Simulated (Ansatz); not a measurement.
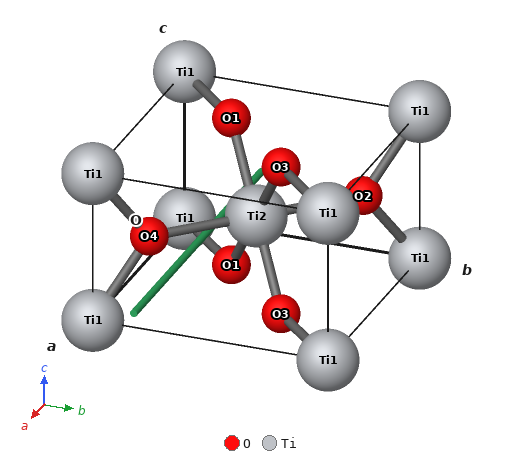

Crystal: TiO2, the input geometry of an electronic-structure calculation (not necessarily at equilibrium). The coloured rod is the axis of a symmetry operation of the crystal. The drawing is computed from the coordinates (standard cell, symmetry found to 0.002 Å).

a = 4.590 Å, b = 4.590 Å, c = 2.960 Å, α = 90.00°, β = 90.00°, γ = 90.00°.

| atom | x | y | z |
| --- | --- | --- | --- |
| O1 | 0.3270 | 0.3270 | 0.0000 |
| O2 | 0.1730 | 0.8270 | 0.5000 |
| O3 | 0.6730 | 0.6730 | 0.0000 |
| O4 | 0.8270 | 0.1730 | 0.5000 |
| Ti1 | 0.0000 | 0.0000 | 0.0000 |
| Ti2 | 0.5000 | 0.5000 | 0.5000 |

Take the operation x, y, z → x+1/2, −y+1/2, −z+1/2.

What kind of operation is it, and where does it lie?

It is a 2₁ screw rotation with translation (1/2, 0, 0), about the line along [1 0 0] through (1/2, 1/4, 1/4).

Onto which atom does it carry each atom (up to whole multiples of a, b and c)?

O1 → O4, O2 → O3, O3 → O2, O4 → O1, Ti1 → Ti2, Ti2 → Ti1.
